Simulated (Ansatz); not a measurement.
# H$_{10}$Si$_{4}$ (SMILES [SiH]([SiH3])([SiH3])[SiH3]): what the fields show

```xyz
14

Si    0.0485    0.1677    0.6308
Si   -0.6548    2.0673   -0.6085
Si    2.1762   -0.5667   -0.1260
Si   -1.5449   -1.5816    0.4302
H     0.1589    0.5491    2.0654
H    -0.7713    1.7080   -2.0439
H    -1.9762    2.5402   -0.1280
H     0.3294    3.1690   -0.4726
H     3.1791    0.5175    0.0135
H     2.6274   -1.7435    0.6565
H     2.0881   -0.9521   -1.5566
H    -1.6706   -1.9772   -0.9948
H    -2.8721   -1.1328    0.9179
H    -1.1179   -2.7649    1.2163
```

Theory: Ansatz, Hartree-Fock, Gaussian basis def2-SVP.

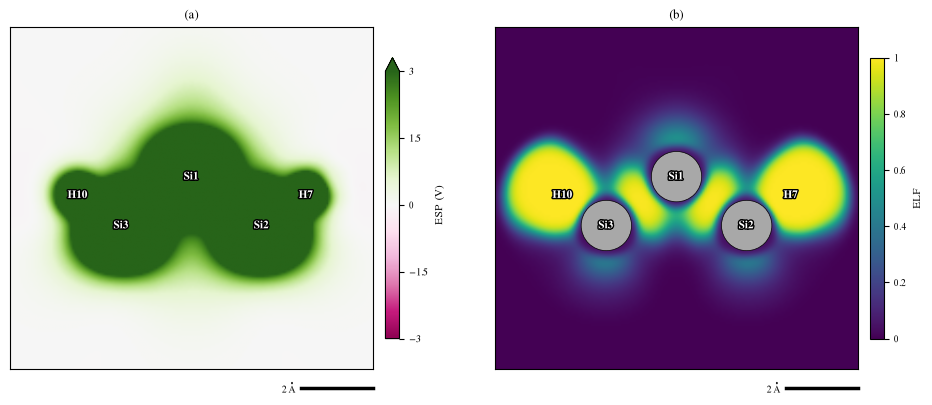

Figure 1. (a) electrostatic potential; (b) ELF on the plane of atoms Si1, Si3 and H10. Grey discs cover the atomic cores in the ELF map.

Question: Read the bonding off the picture.

Answer:
- The plane passes through Si and H nuclei.
- Si–Si (2.37 Å): the ELF peaks at about 1 between the atoms; localised, covalent bonding.
- Si–H (1.48 Å): the ELF climbs to about 1 towards the hydrogen, as it does in any bond to H.
- The potential has no marked negative region in this plane.

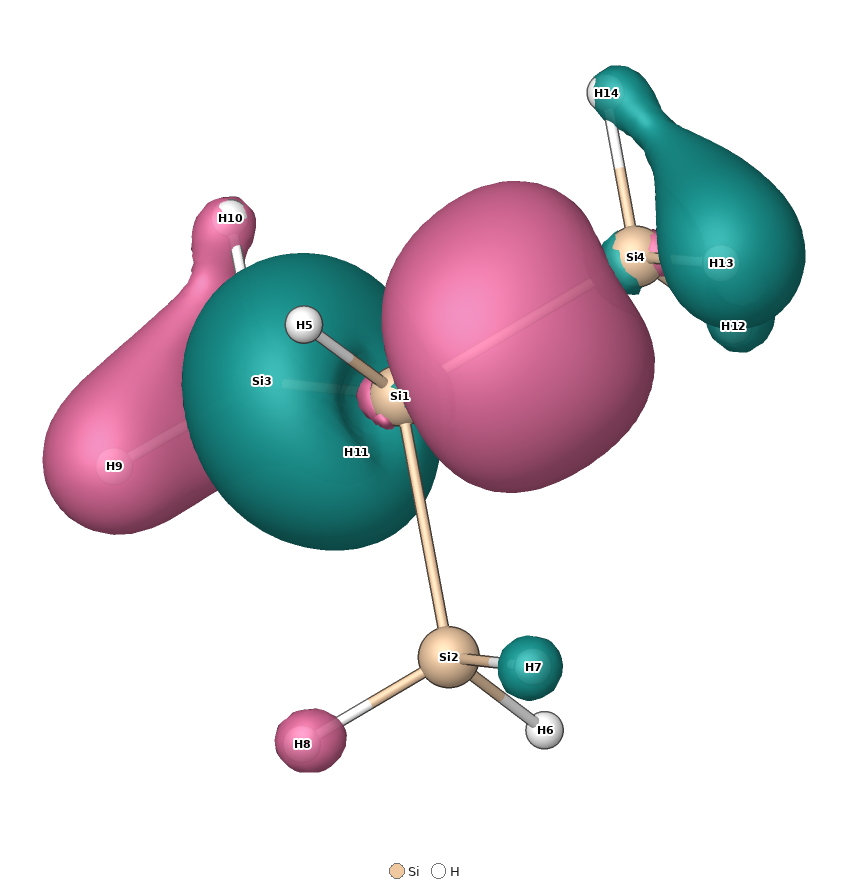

Figure 2. The HOMO at ±0.1 Å⁻³ᐟ² (teal and pink are the two phases), seen at a tilt.

Question: What is the character of this orbital?

Answer: It lies mainly on Si1 (about 35 %), Si3 (about 25 %) and Si4 (about 25 %). It is one of a degenerate set, so its orientation is arbitrary. Its energy is −10.46 eV.
